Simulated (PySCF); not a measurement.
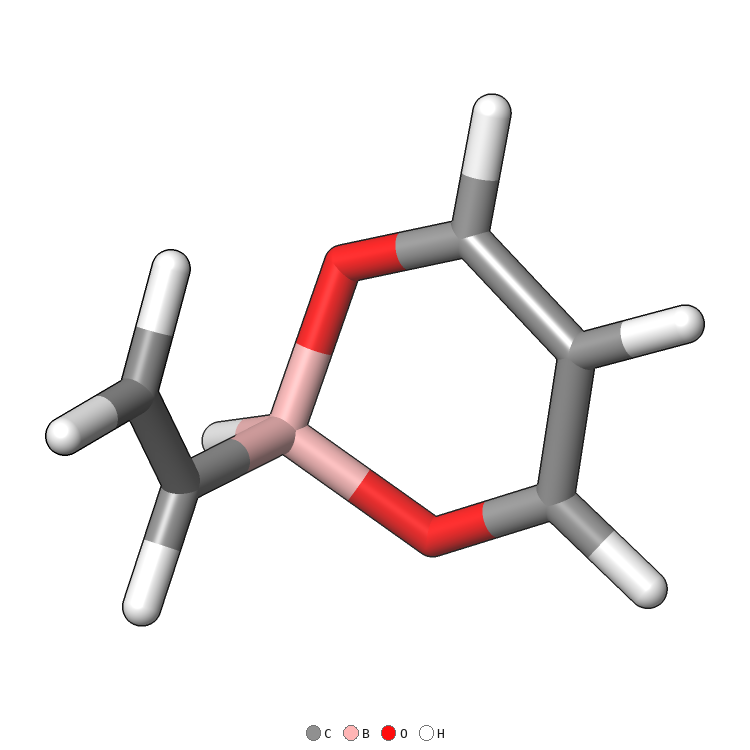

A stick model of a molecule. Every bond is drawn as one stick, whatever its order.

Which formula does it have?

C₅H₇BO₂, 15 atoms: 5 carbon, 7 hydrogen, 1 boron and 2 oxygen.

Name some functional groups or characteristic bonds that it holds.

Among them: alkene, B–H bond.

Count the bonded pairs by element.

6 C–H, 3 C–C, 2 B–O, 2 C–O, 1 C–B, 1 B–H.

Describe its rings.

Independent rings (smallest set): 1 of 6 members.

The parts below concern this one geometry. Atoms keep their numbers from picture to picture. The geometry was computed by an optimisation with PBE0-D3(BJ)/def2-SVP. No frequency run is at hand to confirm it as a minimum.

## Geometry

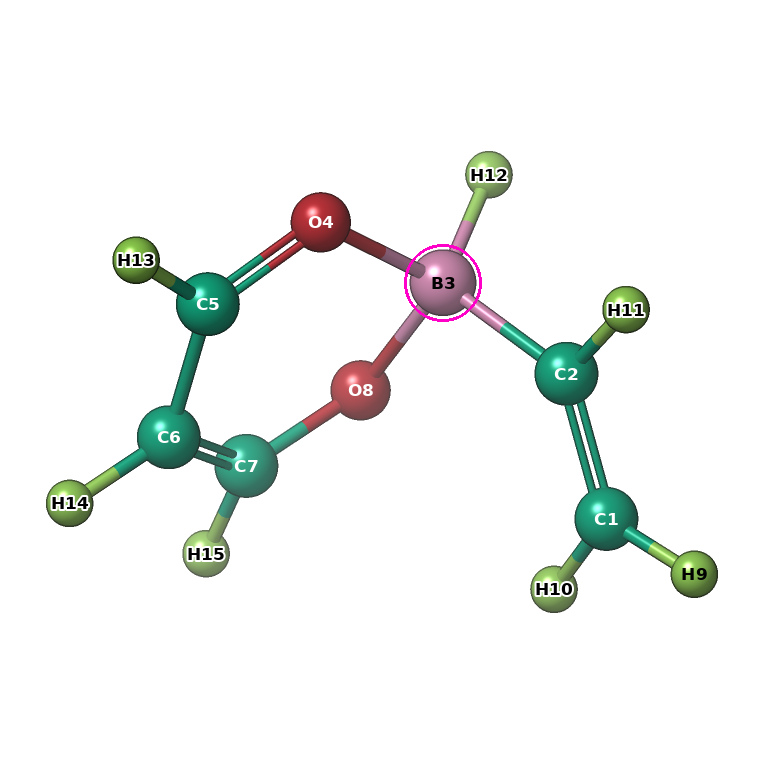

Depth is shown by fading: the farther an atom, the more it takes the colour of the background. Circles mark the stereogenic atoms. No frequency run is at hand to confirm it as a minimum.

Give the R/S and E/Z labels.

B3: S (priorities O4 > O8 > C2 > H12).

## Charges

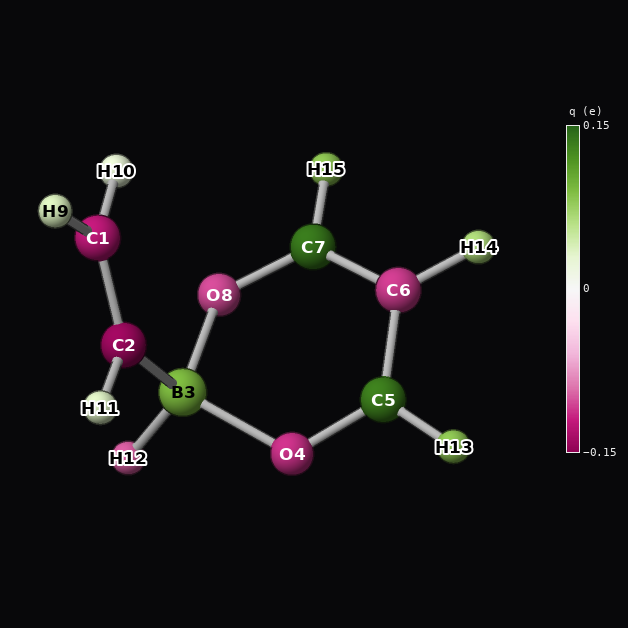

Atoms are coloured by their Hirshfeld charges. No frequency run is at hand to confirm it as a minimum. Level of theory: PBE0/pcSseg-1 in benzene (IEF-PCM) (PySCF 2.14.0).

Which atom carries the highest charge (most positive or least negative)?

C5, C7 (0.13 e).

And the lowest?

C2 (−0.14 e).

Give the Hirshfeld charges atom by atom.

```csv
atom,value (e)
C1,−0.12
C2,−0.14
B3,0.09
O4,−0.11
C5,0.13
C6,−0.11
C7,0.13
O8,−0.10
H9,0.04
H10,0.03
H11,0.03
H12,−0.10
H13,0.08
H14,0.06
H15,0.08
```

## Levels of theory compared

No frequency run is at hand to confirm it as a minimum. Program: PySCF 2.14.0.

Compare HOMO energy (eV) at these levels: B3LYP/def2-SVPD; B3LYP/def2-SVPD in benzene (IEF-PCM); B3LYP/pcJ-1; PBE0/pcSseg-1; PBE0/pcSseg-1 in benzene (IEF-PCM); PBE0/pcSseg-1 in tetrahydrofuran (IEF-PCM).

```
                                     level  HOMO energy (eV)
                           B3LYP/def2-SVPD             −6.82
      B3LYP/def2-SVPD in benzene (IEF-PCM)             −6.88
                               B3LYP/pcJ-1             −6.77
                             PBE0/pcSseg-1             −7.00
        PBE0/pcSseg-1 in benzene (IEF-PCM)             −7.08
PBE0/pcSseg-1 in tetrahydrofuran (IEF-PCM)             −7.13
```

## Excitation

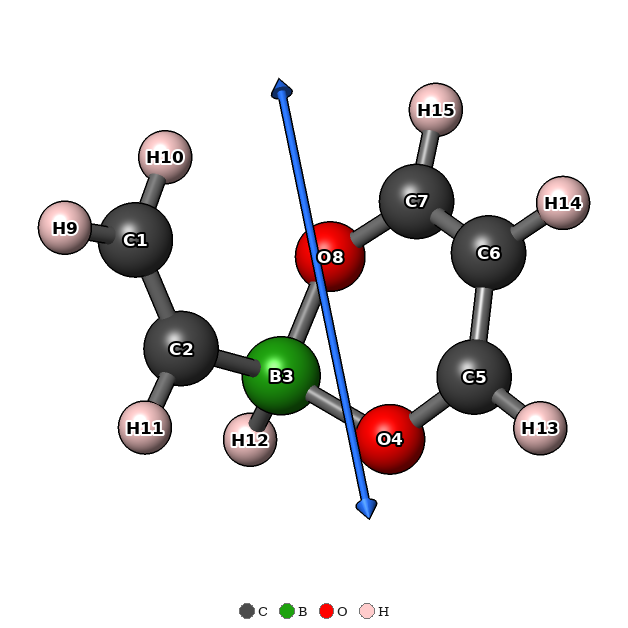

The double arrow shows the direction of the transition dipole to excited singlet state 4 (its length means nothing). No frequency run is at hand to confirm it as a minimum. Method: TDDFT B3LYP/def2-SVPD, vertical, IEF-PCM benzene (non-equilibrium linear response), core orbitals frozen in the response (PySCF 2.14.0).

Where does the transition lie, and how strong is it?

5.47 eV (227 nm), oscillator strength 0.13, mainly HOMO−2 → LUMO (weight 0.90); transition dipole 2.47 D.
